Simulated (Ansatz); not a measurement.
# Geometry relaxation of C2H11NSSi2 (part 1 of 3)

C2H11NSSi2, computed with UKS r2SCAN-D4/STO-3G (Ansatz 0.2.0).

It belongs to a series of runs on one base structure; here: end point B relaxed. Figures and captions count atoms from 1; the log counts them from 0 in places.

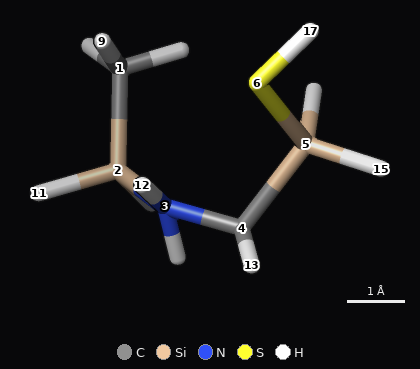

Fig. 1: The input geometry (stick view, seen at a tilt; atoms are numbered from 1 in the order of the input).

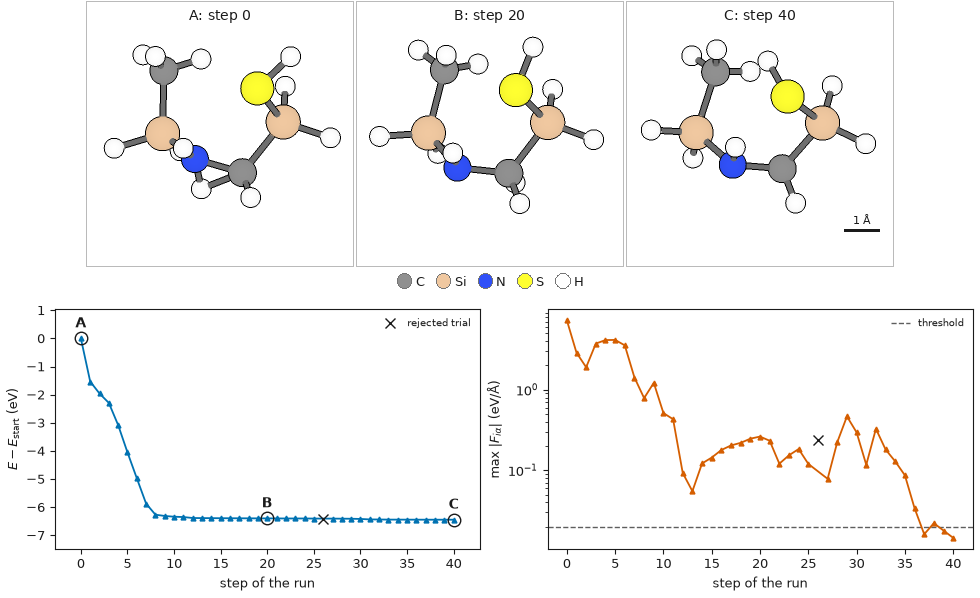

Fig. 2: Frames of the relaxation (ball-and-stick view, seen at a tilt) above the curves, on which the letters mark them (the first geometry is step 0 here and step 1 in the log).

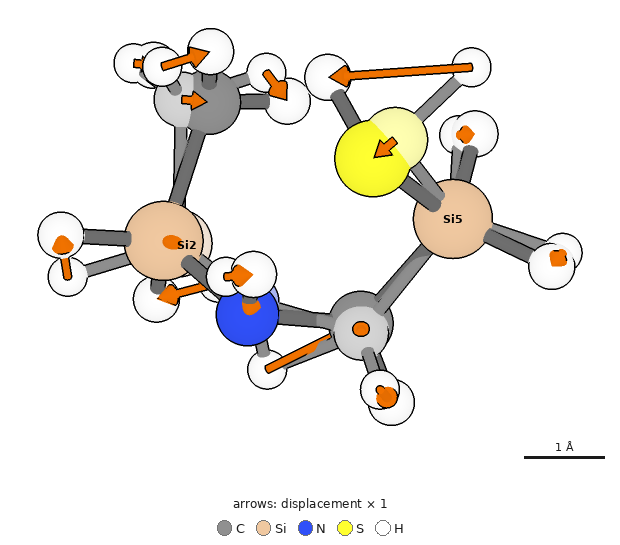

Fig. 3: Start (faint) and end (solid) with the displacements as orange arrows, at true length (ball-and-stick view, seen at a tilt). The two geometries are laid on each other by the best rigid fit. The energy falls by 6.446 eV in 40 geometry steps. Largest force component: 7.3 eV/Å at the start, 0.015 eV/Å at the end. The line search rejected the trial step at point 26 (counted from 0) and went back. The atom that moves furthest after the best rigid fit is H17 (1.97 Å). By element the largest moves are H 1.97 Å, Si 0.48 Å, S 0.37 Å, N 0.36 Å, C 0.34 Å. Among the contacts that change: N3–H14 1.040 → 2.157 Å, C4–H14 1.416 → 1.103 Å, Si2–N3 1.696 → 1.779 Å, N3–C4 1.432 → 1.515 Å. New bonds form: C4–H14 (1.42 → 1.10 Å). Bonds break: N3–H14 (1.04 → 2.16 Å). Among the angles that change: N3–C4–H14 42.8° → 110.0°, Si5–C4–H14 148.9° → 111.0°, Si2–N3–C4 132.8° → 114.1°. (Atoms are counted from 1 in the order of the input.)

The input and output of the run follow.

## The input
```yaml
crystal:
  periodic: [false, false, false]
  atoms:
    - { symbol: C, position_ang: [-0.4427, -2.1209, 0.7644] }
    - { symbol: Si, position_ang: [0.8812, -1.6743, -0.4027] }
    - { symbol: "N", position_ang: [1.2794, -0.0268, -0.3564] }
    - { symbol: C, position_ang: [0.7763, 1.1149, -1.0583] }
    - { symbol: Si, position_ang: [-0.8502, 1.8032, -0.2907] }
    - { symbol: S, position_ang: [-0.5008, 2.1227, 1.8285] }
    - { symbol: H, position_ang: [-0.6672, -3.1494, 0.7616] }
    - { symbol: H, position_ang: [-1.3811, -1.5543, 0.4632] }
    - { symbol: H, position_ang: [-0.2475, -1.7652, 1.8215] }
    - { symbol: H, position_ang: [0.5099, -1.9709, -1.7766] }
    - { symbol: H, position_ang: [2.0875, -2.4307, -0.0111] }
    - { symbol: H, position_ang: [1.5796, 0.2521, 0.6261] }
    - { symbol: H, position_ang: [1.3997, 1.9332, -1.1059] }
    - { symbol: H, position_ang: [1.60797, 0.00422, -1.34264] }
    - { symbol: H, position_ang: [-1.225, 3.0996, -0.8721] }
    - { symbol: H, position_ang: [-1.988, 0.9039, -0.3849] }
    - { symbol: H, position_ang: [-1.7066, 2.6158, 2.1149] }
magnetization:
  spin_polarized: true
basis:
  gaussian: { orbitals: STO-3G }
hamiltonian:
  xc: r2scan
  dispersion: d4
relax:
  f_tol: 0.02
  max_steps: 50
```

Launched with:
```bash
ansatz run input.yaml --threads 1 --pin off --max-ram 2048MiB --backend cpu --events-out ev --progress --plain --runs-dir out
```

## Log
```
The last accepted step is kept in [file] (removed where the run ends without a failure and the disk answers)
Engine: ansatz 0.2.0, x86_64-unknown-linux-gnu
Functional definition: r2SCAN
  parameter k0 = 0.174
  parameter k1 = 0.065
  parameter a1 = 4.9479
  exchange = r2scan_x(k0 = k0, k1 = k1, a1 = a1)
  correlation = r2scan_c
733 factors; integrals over basis functions are off by at most 1.2e-5 eV
mean field evaluation 1: about -29974.2907 eV, gradient 2.1e1 eV
mean field evaluation 2: about -29970.3598 eV, gradient 3.2e1 eV
mean field evaluation 4: about -29977.4192 eV, gradient 1.3e0 eV
mean field evaluation 8: about -29977.3309 eV, gradient 1.8e-2 eV
mean field -29977.33085863 eV, -1101.6465896899 hartree, gradient 3.3e-5 eV, S^2 0.000000; 0 other end points of the search recorded, 0 dependent functions left out
the calculation of the forces begins
reference -29977.33086768 eV, -1101.6465900226 hartree; 37, 37 occupied and 16, 16 virtual orbitals, 733 factors
relax step   1: F+E_penalty+E_count = -29977.45860890 eV  Δ(F+E_penalty+E_count) = +0.000e0 eV  max|allowed force component| = 7.265e0 eV/Å  Δτ_max = 0.0000 Å  (26 SCF iters, accepted)
these checks for a lower state are left out or cut short: starts, cluster_reference, orbital_swaps, neighbouring_geometries, increment
733 factors; integrals over basis functions are off by at most 1.1e-5 eV
mean field evaluation 16: about -29978.9688 eV, gradient 1.8e-1 eV
mean field -29978.86476691 eV, -1101.7029597795 hartree, gradient 1.1e-5 eV, S^2 0.000000; 0 other end points of the search recorded, 0 dependent functions left out
[... from here on the field's lines of each further geometry are left out, up to the last ...]
relax step   2: F+E_penalty+E_count = -29978.99259133 eV  Δ(F+E_penalty+E_count) = -1.534e0 eV  max|allowed force component| = 2.877e0 eV/Å  Δτ_max = 0.1946 Å  (28 SCF iters, accepted)
relax step   3: F+E_penalty+E_count = -29979.41737420 eV  Δ(F+E_penalty+E_count) = -4.248e-1 eV  max|allowed force component| = 1.898e0 eV/Å  Δτ_max = 0.1949 Å  (28 SCF iters, accepted)
relax step   4: F+E_penalty+E_count = -29979.75185973 eV  Δ(F+E_penalty+E_count) = -3.345e-1 eV  max|allowed force component| = 3.734e0 eV/Å  Δτ_max = 0.1938 Å  (27 SCF iters, accepted)
relax step   5: F+E_penalty+E_count = -29980.54070332 eV  Δ(F+E_penalty+E_count) = -7.888e-1 eV  max|allowed force component| = 4.128e0 eV/Å  Δτ_max = 0.1944 Å  (31 SCF iters, accepted)
relax step   6: F+E_penalty+E_count = -29981.51108703 eV  Δ(F+E_penalty+E_count) = -9.704e-1 eV  max|allowed force component| = 4.146e0 eV/Å  Δτ_max = 0.1944 Å  (32 SCF iters, accepted)
relax step   7: F+E_penalty+E_count = -29982.42849791 eV  Δ(F+E_penalty+E_count) = -9.174e-1 eV  max|allowed force component| = 3.548e0 eV/Å  Δτ_max = 0.1944 Å  (27 SCF iters, accepted)
relax step   8: F+E_penalty+E_count = -29983.33327755 eV  Δ(F+E_penalty+E_count) = -9.048e-1 eV  max|allowed force component| = 1.416e0 eV/Å  Δτ_max = 0.1949 Å  (26 SCF iters, accepted)
relax step   9: F+E_penalty+E_count = -29983.72634642 eV  Δ(F+E_penalty+E_count) = -3.931e-1 eV  max|allowed force component| = 7.863e-1 eV/Å  Δτ_max = 0.1994 Å  (26 SCF iters, accepted)
relax step  10: F+E_penalty+E_count = -29983.77204080 eV  Δ(F+E_penalty+E_count) = -4.569e-2 eV  max|allowed force component| = 1.217e0 eV/Å  Δτ_max = 0.1824 Å  (27 SCF iters, accepted)
relax step  11: F+E_penalty+E_count = -29983.79834942 eV  Δ(F+E_penalty+E_count) = -2.631e-2 eV  max|allowed force component| = 5.131e-1 eV/Å  Δτ_max = 0.1996 Å  (26 SCF iters, accepted)
relax step  12: F+E_penalty+E_count = -29983.81011744 eV  Δ(F+E_penalty+E_count) = -1.177e-2 eV  max|allowed force component| = 4.304e-1 eV/Å  Δτ_max = 0.2000 Å  (26 SCF iters, accepted)
relax step  13: F+E_penalty+E_count = -29983.84420961 eV  Δ(F+E_penalty+E_count) = -3.409e-2 eV  max|allowed force component| = 9.245e-2 eV/Å  Δτ_max = 0.1341 Å  (27 SCF iters, accepted)
relax step  14: F+E_penalty+E_count = -29983.84771283 eV  Δ(F+E_penalty+E_count) = -3.503e-3 eV  max|allowed force component| = 5.508e-2 eV/Å  Δτ_max = 0.0445 Å  (28 SCF iters, accepted)
relax step  15: F+E_penalty+E_count = -29983.84969460 eV  Δ(F+E_penalty+E_count) = -1.982e-3 eV  max|allowed force component| = 1.217e-1 eV/Å  Δτ_max = 0.0793 Å  (27 SCF iters, accepted)
relax step  16: F+E_penalty+E_count = -29983.85154939 eV  Δ(F+E_penalty+E_count) = -1.855e-3 eV  max|allowed force component| = 1.439e-1 eV/Å  Δτ_max = 0.0767 Å  (27 SCF iters, accepted)
relax step  17: F+E_penalty+E_count = -29983.85306011 eV  Δ(F+E_penalty+E_count) = -1.511e-3 eV  max|allowed force component| = 1.786e-1 eV/Å  Δτ_max = 0.0718 Å  (27 SCF iters, accepted)
relax step  18: F+E_penalty+E_count = -29983.85454073 eV  Δ(F+E_penalty+E_count) = -1.481e-3 eV  max|allowed force component| = 2.035e-1 eV/Å  Δτ_max = 0.0710 Å  (27 SCF iters, accepted)
relax step  19: F+E_penalty+E_count = -29983.85609235 eV  Δ(F+E_penalty+E_count) = -1.552e-3 eV  max|allowed force component| = 2.191e-1 eV/Å  Δτ_max = 0.0780 Å  (27 SCF iters, accepted)
relax step  20: F+E_penalty+E_count = -29983.85719828 eV  Δ(F+E_penalty+E_count) = -1.106e-3 eV  max|allowed force component| = 2.468e-1 eV/Å  Δτ_max = 0.0827 Å  (26 SCF iters, accepted)
relax step  21: F+E_penalty+E_count = -29983.85729321 eV  Δ(F+E_penalty+E_count) = -9.492e-5 eV  max|allowed force component| = 2.621e-1 eV/Å  Δτ_max = 0.0942 Å  (26 SCF iters, accepted)
relax step  22: F+E_penalty+E_count = -29983.85901147 eV  Δ(F+E_penalty+E_count) = -1.718e-3 eV  max|allowed force component| = 2.327e-1 eV/Å  Δτ_max = 0.0434 Å  (27 SCF iters, accepted)
relax step  23: F+E_penalty+E_count = -29983.86116846 eV  Δ(F+E_penalty+E_count) = -2.157e-3 eV  max|allowed force component| = 1.209e-1 eV/Å  Δτ_max = 0.1682 Å  (26 SCF iters, accepted)
relax step  24: F+E_penalty+E_count = -29983.86124417 eV  Δ(F+E_penalty+E_count) = -7.571e-5 eV  max|allowed force component| = 1.536e-1 eV/Å  Δτ_max = 0.0141 Å  (21 SCF iters, accepted)
relax step  25: F+E_penalty+E_count = -29983.86142368 eV  Δ(F+E_penalty+E_count) = -1.795e-4 eV  max|allowed force component| = 1.836e-1 eV/Å  Δτ_max = 0.0213 Å  (23 SCF iters, accepted)
relax step  26: F+E_penalty+E_count = -29983.86379912 eV  Δ(F+E_penalty+E_count) = -2.375e-3 eV  max|allowed force component| = 1.201e-1 eV/Å  Δτ_max = 0.0765 Å  (26 SCF iters, accepted)
relax step  27: F+E_penalty+E_count = -29983.86202803 eV  Δ(F+E_penalty+E_count) = +1.771e-3 eV  max|allowed force component| = 2.400e-1 eV/Å  Δτ_max = 0.0859 Å  (27 SCF iters, rejected (line search))
relax step  28: F+E_penalty+E_count = -29983.86551942 eV  Δ(F+E_penalty+E_count) = -1.720e-3 eV  max|allowed force component| = 7.841e-2 eV/Å  Δτ_max = 0.0419 Å  (27 SCF iters, accepted)
relax step  29: F+E_penalty+E_count = -29983.86810317 eV  Δ(F+E_penalty+E_count) = -2.584e-3 eV  max|allowed force component| = 2.237e-1 eV/Å  Δτ_max = 0.0975 Å  (26 SCF iters, accepted)
relax step  30: F+E_penalty+E_count = -29983.87054550 eV  Δ(F+E_penalty+E_count) = -2.442e-3 eV  max|allowed force component| = 4.661e-1 eV/Å  Δτ_max = 0.1455 Å  (26 SCF iters, accepted)
relax step  31: F+E_penalty+E_count = -29983.87800854 eV  Δ(F+E_penalty+E_count) = -7.463e-3 eV  max|allowed force component| = 2.955e-1 eV/Å  Δτ_max = 0.1084 Å  (26 SCF iters, accepted)
relax step  32: F+E_penalty+E_count = -29983.89406858 eV  Δ(F+E_penalty+E_count) = -1.606e-2 eV  max|allowed force component| = 1.171e-1 eV/Å  Δτ_max = 0.2000 Å  (27 SCF iters, accepted)
relax step  33: F+E_penalty+E_count = -29983.89694332 eV  Δ(F+E_penalty+E_count) = -2.875e-3 eV  max|allowed force component| = 3.270e-1 eV/Å  Δτ_max = 0.1949 Å  (27 SCF iters, accepted)
relax step  34: F+E_penalty+E_count = -29983.90101158 eV  Δ(F+E_penalty+E_count) = -4.068e-3 eV  max|allowed force component| = 1.813e-1 eV/Å  Δτ_max = 0.0335 Å  (28 SCF iters, accepted)
relax step  35: F+E_penalty+E_count = -29983.90165399 eV  Δ(F+E_penalty+E_count) = -6.424e-4 eV  max|allowed force component| = 1.289e-1 eV/Å  Δτ_max = 0.0285 Å  (28 SCF iters, accepted)
relax step  36: F+E_penalty+E_count = -29983.90274192 eV  Δ(F+E_penalty+E_count) = -1.088e-3 eV  max|allowed force component| = 8.668e-2 eV/Å  Δτ_max = 0.0279 Å  (27 SCF iters, accepted)
relax step  37: F+E_penalty+E_count = -29983.90373529 eV  Δ(F+E_penalty+E_count) = -9.934e-4 eV  max|allowed force component| = 3.392e-2 eV/Å  Δτ_max = 0.0442 Å  (27 SCF iters, accepted)
relax step  38: F+E_penalty+E_count = -29983.90421155 eV  Δ(F+E_penalty+E_count) = -4.763e-4 eV  max|allowed force component| = 1.611e-2 eV/Å  Δτ_max = 0.0290 Å  (27 SCF iters, accepted)
relax step  39: F+E_penalty+E_count = -29983.90460612 eV  Δ(F+E_penalty+E_count) = -3.946e-4 eV  max|allowed force component| = 2.207e-2 eV/Å  Δτ_max = 0.0409 Å  (27 SCF iters, accepted)
relax step  40: F+E_penalty+E_count = -29983.90479210 eV  Δ(F+E_penalty+E_count) = -1.860e-4 eV  max|allowed force component| = 1.789e-2 eV/Å  Δτ_max = 0.0307 Å  (27 SCF iters, accepted)
the calculation of the forces begins
reference -29983.77357397 eV, -1101.8833551116 hartree; 37, 37 occupied and 16, 16 virtual orbitals, 736 factors
relax step  41: F+E_penalty+E_count = -29983.90489895 eV  Δ(F+E_penalty+E_count) = -1.069e-4 eV  max|allowed force component| = 1.453e-2 eV/Å  Δτ_max = 0.0222 Å  (23 SCF iters, accepted)
736 factors; integrals over basis functions are off by at most 4.3e-5 eV
mean field -29983.77356541 eV, -1101.8833547970 hartree, gradient 1.2e-5 eV, S^2 0.000000; 1 other end points of the search recorded, 0 dependent functions left out
the calculation of the forces begins
reference -29983.77357397 eV, -1101.8833551116 hartree; 37, 37 occupied and 16, 16 virtual orbitals, 736 factors
Total energy: -29983.90490751 eV, -1101.8881815304 hartree
Atom 0 at    -0.705855    -1.874924     0.549343 Å, force    -0.005874     0.008572     0.004596 eV/Å
Atom 1 at     1.067607    -1.578286    -0.016474 Å, force    -0.002875    -0.008887     0.000326 eV/Å
Atom 2 at     1.553960     0.124055    -0.191956 Å, force     0.001141     0.002955    -0.004895 eV/Å
Atom 3 at     0.669648     0.927522    -1.123058 Å, force     0.000196    -0.001281    -0.003407 eV/Å
Atom 4 at    -0.709985     1.894095    -0.217551 Å, force    -0.004228    -0.005855     0.010002 eV/Å
Atom 5 at    -0.113694     1.986363     1.833057 Å, force     0.002170    -0.001053     0.000337 eV/Å
Atom 6 at    -0.919488    -2.949673     0.573889 Å, force    -0.000261     0.004586     0.002368 eV/Å
Atom 7 at    -1.433402    -1.412363    -0.126947 Å, force     0.007335    -0.007244     0.006142 eV/Å
Atom 8 at    -0.888495    -1.483221     1.556546 Å, force     0.001705    -0.005516    -0.014527 eV/Å
Atom 9 at     1.232089    -2.204744    -1.310518 Å, force    -0.001156     0.003037     0.004970 eV/Å
Atom 10 at     1.963750    -2.172816     0.952075 Å, force    -0.002451     0.001405    -0.003638 eV/Å
Atom 11 at     1.460480     0.613044     0.748629 Å, force    -0.000802     0.001742     0.007489 eV/Å
Atom 12 at     1.304567     1.663089    -1.654260 Å, force     0.000673     0.002257     0.000101 eV/Å
Atom 13 at     0.246565     0.270656    -1.901340 Å, force     0.000707     0.000706    -0.000545 eV/Å
Atom 14 at    -0.811026     3.243197    -0.732711 Å, force     0.000007     0.002692    -0.003359 eV/Å
Atom 15 at    -2.000686     1.243787    -0.332188 Å, force     0.000852    -0.000257    -0.004569 eV/Å
Atom 16 at    -0.803564     0.867336     2.172325 Å, force     0.002861     0.002140    -0.001391 eV/Å
Dipole moment:    -0.414813    -0.048479     0.003538 e Å
```

## Trajectory as extended XYZ (Å, eV, eV/Å), 28 of the 41 frames kept, from step=1 to step=41
```
17
Properties=species:S:1:pos:R:3:forces:R:3 step=1 energy=-29977.45861
C    -0.4427   -2.1209    0.7644   -1.8816   3.4379   1.4145
Si    0.8812   -1.6743   -0.4027   -0.5701  -4.0020  -0.1086
N     1.2794   -0.0268   -0.3564    1.5790   0.3229   6.5925
C     0.7763    1.1149   -1.0583   -7.2654   0.8813  -2.6928
Si   -0.8502    1.8032   -0.2907    1.0688  -0.0129  -0.5696
S    -0.5008    2.1227    1.8285    0.8669  -0.4113  -0.2335
H    -0.6672   -3.1494    0.7616   -0.3420  -1.8743   0.1174
H    -1.3811   -1.5543    0.4632    1.0457  -0.9370   0.3429
H    -0.2475   -1.7652    1.8215    0.0315  -0.6969  -1.2457
H     0.5099   -1.9709   -1.7766    0.1296   0.1213   0.1441
H     2.0875   -2.4307   -0.0111   -0.3399   0.5721  -0.3244
H     1.5796    0.2521    0.6261    1.2894  -0.8653   0.7969
H     1.3997    1.9332   -1.1059    2.9586   1.5372   0.2500
H     1.6080    0.0042   -1.3426    2.2772   2.1203  -4.3665
H    -1.2250    3.0996   -0.8721   -0.0130  -0.4546   0.0367
H    -1.9880    0.9039   -0.3849   -0.0965   0.0421  -0.1096
H    -1.7066    2.6158    2.1149   -0.7383   0.2191  -0.0442
```
